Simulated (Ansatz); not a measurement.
Li4Ga2B

```
CELL_PARAMETERS angstrom
-2.20563 -3.82027 0.00000
-2.20563 3.82027 0.00000
0.00000 0.00000 -18.11830
ATOMIC_POSITIONS crystal
Ga 0.66667 0.33333 0.92638
Ga 0.00000 0.00000 0.59305
Ga 0.33333 0.66667 0.25972
Ga 0.66667 0.33333 0.06688
Ga 0.00000 0.00000 0.73355
Ga 0.33333 0.66667 0.40022
B 0.66667 0.33333 0.20893
B 0.00000 0.00000 0.87560
B 0.33333 0.66667 0.54227
Li 0.66667 0.33333 0.49733
Li 0.33333 0.66667 0.83067
Li 0.00000 0.00000 0.16400
Li 0.66667 0.33333 0.63273
Li 0.33333 0.66667 0.96607
Li 0.00000 0.00000 0.29940
Li 0.66667 0.33333 0.33663
Li 0.33333 0.66667 0.66997
Li 0.00000 0.00000 0.00330
Li 0.66667 0.33333 0.79233
Li 0.00000 0.00000 0.45900
Li 0.33333 0.66667 0.12567
```

Space group R3m; built by placing these elements on a known structure type; not relaxed (largest force 1.0 eV/Å); computed pressure about −4 GPa in this cell; computed without spin polarisation.

Level of theory: Ansatz, DFT, PAW plane waves, PBE.

Q: What will maps of the valence pseudo-density and electron localisation function show?

A: Li–B (2.31 Å): ρ is about 0.2 e/Å³ halfway; the ELF peaks at about 0.80 in the valence shell of B, 0.8 Å from its nucleus, and is about 0.65 at the midpoint.
Li–Ga (2.43 Å): the density is about 0.2 e/Å³ at the midpoint; the ELF is about 0.40 at the midpoint.
Ga–Ga (2.55 Å): ρ is about 0.33 e/Å³ halfway; the ELF is about 0.50 at the midpoint.
Ga–B (2.57 Å): ρ is about 0.27 e/Å³ halfway; the ELF peaks at about 0.80 in the valence shell of B, 0.8 Å from its nucleus, and is about 0.55 at the midpoint.
Bader's partition of the density gives Ga −1.48 to −0.59, B −1.23 and Li +0.82 e.

Q: What Bader charges does the calculation give?

A: Electrons move from Li towards Ga and B. Bader charges: Ga −1.48 to −0.59, B −1.23 and Li +0.82 e.

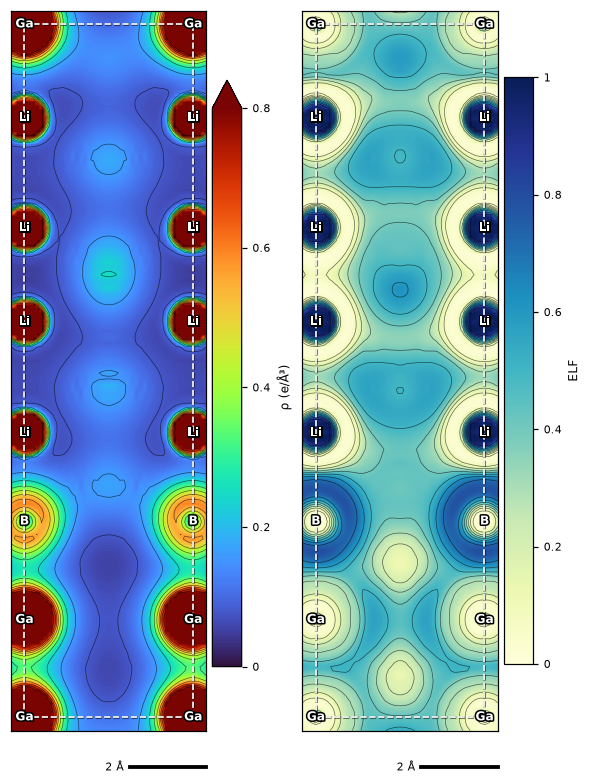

Computed valence pseudo-density and electron localisation function on the (010) plane of the conventional cell, in this order. 

Core electrons are frozen (PAW), and the valence fields are smoothed inside the atomic spheres.
